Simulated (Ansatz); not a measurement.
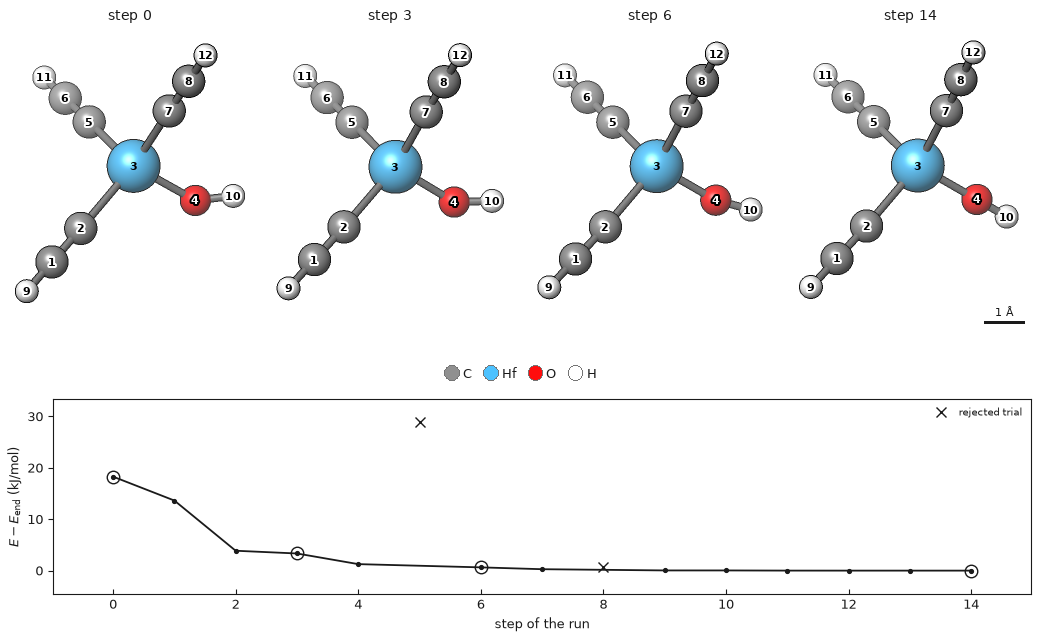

Frames of a relaxation of C6H4HfO, marked on the history of the run. The picture is a ball-and-stick view, seen from a free direction.

The start comes from GFN2-xTB.

These are results of Ansatz, RKS PBE0-D4/def2-TZVP, not measurements. Settings: force threshold 0.005 eV/Å; at most 150 steps.

**What happens along the run?**

Over 12 accepted moves (14 points after the start) the energy falls by 18.3 kJ/mol. Largest force component: 1.4 eV/Å at the start, 0.00036 eV/Å at the end. The line search rejected the trial steps at points 5, 8 of the run. The forces were under the threshold at step 11, but the run went on from there. H10 moves most after the best rigid fit: 0.64 Å. By element the largest moves are H 0.64 Å, C 0.20 Å, Hf 0.11 Å, O 0.05 Å. Near-neighbour distances that change, for instance: Hf3–O4 1.956 → 1.888 Å, Hf3–C7 2.246 → 2.183 Å, C2–Hf3 2.240 → 2.183 Å, C1–H9 1.057 → 1.067 Å. Bond angles that change, for instance: Hf3–O4–H10 139.8° → 180.0°, O4–Hf3–C7 104.1° → 109.0°, C2–Hf3–C7 112.9° → 109.9°. From step 0 to 3: H10 moves most (0.14 Å), energy −14.9 kJ/mol. From step 3 to 6: H10 moves most (0.27 Å), energy −2.70 kJ/mol. From step 6 to 14: H10 moves most (0.23 Å), energy −0.63 kJ/mol.
